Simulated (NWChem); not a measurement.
**ZrHBrOF2 (SMILES [OH][Zr]([F])([F])[Br]): levels of theory compared**

Wanted: a comparison of 3 runs (HF/STO-3G, HF/3-21G, PBE0/def2-TZVP) of ZrHBrOF2. 

The calculation is run with NWChem 7.3.0.

## 1. The molecule

The species is ZrHBrOF2 (6 atoms), meant as a singlet with charge 0. As SMILES, `[OH][Zr]([F])([F])[Br]`. The shape is that of a PBE0-D4/def2-TZVP optimisation. This is one conformer, not always the lowest.

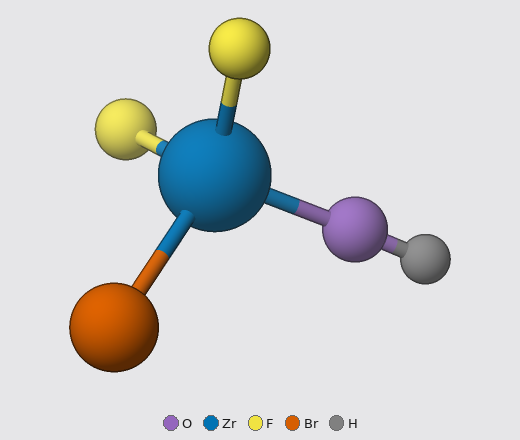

Viewed from a chosen angle; oxygen purple, zirconium blue, fluorine yellow, bromine orange, hydrogen grey.

## 2. Energy and gradient at HF/STO-3G (run 1)

File sp.nw:

```
start sp
memory 2200 mb
charge 0
geometry noautosym nocenter noautoz
 O       -0.916600       0.999400       0.484500
 Zr       0.296300      -0.350700      -0.039300
 F        1.949500      -0.080400       0.846700
 F       -0.395100      -2.040300       0.469100
 Br       0.639000      -0.281300      -2.527400
 H       -1.531100       1.689400       0.720200
end
basis "ao basis" spherical bse
 O library STO-3G
 Zr library STO-3G
 F library STO-3G
 Br library STO-3G
 H library STO-3G
end
scf
 thresh 1e-08
 maxiter 80
 noprint "final vectors analysis"
end
task scf gradient
```

Command:

```
$ nwchem sp.nw > sp.out
```

The log of the run:

```text
[...]
  functions       =    61
[...]
  wavefunction    = RHF
[...]
         Total SCF energy =  -6318.791380293752
      One-electron energy = -10350.907950648143
      Two-electron energy =   3256.521781410152
 Nuclear repulsion energy =    775.594788944239
        Time for solution =      9.4s
[...]
                         RHF ENERGY GRADIENTS
    atom               coordinates                        gradient
                 x          y          z           x          y          z
   1 O      -1.732123   1.888592   0.915572   -0.043400   0.048402   0.018300
   2 Zr      0.559926  -0.662727  -0.074266    0.011522  -0.011764  -0.010352
   3 F       3.684021  -0.151934   1.600031    0.022992   0.004584   0.011836
   4 F      -0.746631  -3.855608   0.886470   -0.010331  -0.023285   0.006474
   5 Br      1.207535  -0.531580  -4.776093    0.001904   0.001280  -0.018469
   6 H      -2.893359   3.192503   1.360981    0.017314  -0.019218  -0.007789
[...]
```

It took 16 s on 1 thread of Intel Xeon Platinum 8559C (Emerald Rapids), shared host; peak memory 0.1 GiB.

## 3. Energy and forces at HF/3-21G (run 2)

File mol.nw:

```
START mol
memory total 2200 mb
charge 0
GEOMETRY units angstrom noautosym nocenter noautoz
   O       -0.916600       0.999400       0.484500
   Zr       0.296300      -0.350700      -0.039300
   F        1.949500      -0.080400       0.846700
   F       -0.395100      -2.040300       0.469100
   Br       0.639000      -0.281300      -2.527400
   H       -1.531100       1.689400       0.720200
END
BASIS "ao basis" spherical bse
   O library 3-21G
   Zr library 3-21G
   F library 3-21G
   Br library 3-21G
   H library 3-21G
END
SCF
   thresh 1e-08
   maxiter 80
   noprint "final vectors analysis"
END
TASK scf gradient
```

Command:

```
$ nwchem mol.nw > mol.out
```

The log of the run:

```text
[...]
  functions       =    87
[...]
  wavefunction    = RHF
[...]
         Total SCF energy =  -6355.278074511515
      One-electron energy = -10365.239614470676
      Two-electron energy =   3234.366751014923
 Nuclear repulsion energy =    775.594788944239
        Time for solution =     12.1s
[...]
                         RHF ENERGY GRADIENTS
    atom               coordinates                        gradient
                 x          y          z           x          y          z
   1 O      -1.732123   1.888592   0.915572   -0.014741   0.016297   0.006924
   2 Zr      0.559926  -0.662727  -0.074266    0.008867  -0.002825  -0.040265
   3 F       3.684021  -0.151934   1.600031    0.013208   0.002086   0.007425
   4 F      -0.746631  -3.855608   0.886470   -0.005523  -0.013583   0.004413
   5 Br      1.207535  -0.531580  -4.776093   -0.003437  -0.000278   0.022778
   6 H      -2.893359   3.192503   1.360981    0.001627  -0.001697  -0.001274
[...]
```

It took 19 s on 1 thread of Intel Xeon Platinum 8559C (Emerald Rapids), shared host; peak memory 0.1 GiB.

## 4. Energy and gradient at PBE0/def2-TZVP (core potential) (run 3)

File m1.nw:

```
start m1
memory stack 880 mb heap 220 mb global 1100 mb

geometry noautosym nocenter noautoz
  O     -0.916600     0.999400     0.484500
  Zr     0.296300    -0.350700    -0.039300
  F      1.949500    -0.080400     0.846700
  F     -0.395100    -2.040300     0.469100
  Br     0.639000    -0.281300    -2.527400
  H     -1.531100     1.689400     0.720200
end

basis spherical bse
  * library def2-TZVP
end

ecp bse
  Zr library def2-TZVP
end

dft
  xc pbe0
  grid fine
  convergence energy 1e-08
  maxiter 100
  mulliken
end

task dft gradient
```

Command:

```
$ nwchem m1.nw > m1.out
```

The log of the run:

```text
[...]
          Wavefunction type:  closed shell.
          No. of atoms     :     6
          No. of electrons :    74
[...]
          Charge           :     0
          Spin multiplicity:     1
[...]
          AO basis - number of functions:   187
[...]
              XC Information
              --------------
                         PBE0 Method XC Functional
                     Hartree-Fock (Exact) Exchange  0.250
          PerdewBurkeErnzerhof Exchange Functional  0.750
            Perdew 1991 LDA Correlation Functional  1.000 local
           PerdewBurkeErnz. Correlation Functional  1.000 non-local
[...]
 d= 0,ls=0.0,diis     1  -2896.3002682020 -3.26D+03  1.20D-02  2.71D+00    10.2
[...]
 d= 0,ls=0.0,diis    11  -2896.5895751652 -1.30D-09  9.89D-08  4.95D-10    87.7
         Total DFT energy =    -2896.589575165159
      One electron energy =    -4764.370402018704
           Coulomb energy =     1633.973212194146
    Exchange-Corr. energy =     -126.683194130558
 Nuclear repulsion energy =      360.490808789958
[...]
      Total Density - Mulliken Population Analysis
     ---------------------------------------------
    Atom       Charge   Shell Charges
 -----------   ------   -------------------------------------------------------
    1 O    8     8.73   0.79  1.18  0.57  0.93  0.33  1.91  1.98  1.03  0.00  0.01  0.00
    2 Zr  12    10.31   0.03 -0.37  1.67  0.71  0.13 -0.01  5.24  0.84  0.12  0.04  0.86  0.81  0.09  0.15
    3 F    9     9.45   0.77  1.20  0.61  0.98  0.40  2.26  2.16  1.05  0.00  0.01  0.00
    4 F    9     9.45   0.77  1.20  0.61  0.98  0.40  2.26  2.16  1.05  0.00  0.01  0.00
    5 Br  35    35.42   2.00  2.01  1.16  0.78  1.03  1.00  6.00  5.93  1.32  2.83  1.35  8.95  1.01  0.03  0.03  0.00
    6 H    1     0.65   0.25  0.31  0.04  0.05
[...]
  wavefunction    = closed shell
                         DFT ENERGY GRADIENTS
    atom               coordinates                        gradient
                 x          y          z           x          y          z
   1 O      -1.732123   1.888592   0.915572    0.000278  -0.000292  -0.000210
   2 Zr      0.559926  -0.662727  -0.074266   -0.000083   0.000088   0.000162
   3 F       3.684021  -0.151934   1.600031   -0.000226  -0.000027  -0.000187
   4 F      -0.746631  -3.855608   0.886470    0.000092   0.000229  -0.000132
   5 Br      1.207535  -0.531580  -4.776093   -0.000073   0.000014   0.000377
   6 H      -2.893359   3.192503   1.360981    0.000013  -0.000013  -0.000010
[...]
```

It took 2.2 min on 1 thread of Intel Xeon Platinum 8559C (Emerald Rapids), shared host; peak memory 0.15 GiB.

## 5. Overview of the runs

| run | level | iteration cap | module | energy (Eh) | dipole moment (D) | largest force (eV/Å) | wall time |
| --- | --- | --- | --- | --- | --- | --- | --- |
| 1 | HF/STO-3G | 80 | scf | -6318.791380 | 2.88 | 3.473 | 16 s |
| 2 | HF/3-21G | 80 | scf | -6355.278075 | 3.67 | 2.125 | 19 s |
| 3 | PBE0/def2-TZVP (core potential) | 100 | dft | -2896.589575 | 2.86 | 0.023 | 2.2 min |

## 6. Summary of results

| quantity | value |
| --- | --- |
| run 3: total energy | -2896.58958 Eh |
| run 3: dipole moment | 2.86 D |
| run 3: HOMO energy | -8.81 eV |
| run 3: LUMO energy | -1.35 eV |
| run 3: HOMO–LUMO gap | 7.46 eV |
| run 3: largest force on an atom | 0.023 eV/Å |

The dipole moment (its size) runs from 2.86 D (PBE0/def2-TZVP) to 3.67 D (HF/3-21G). The two ends differ in method and basis and core potential. Some runs of one species differ in core potentials or relativity; totals across that change don't compare. In run 1 the basis is minimal, so the values are rough. In runs 1, 2 relativity is left out where basis or elements ask for it. All runs together took 2.8 min, the longest 2.2 min.
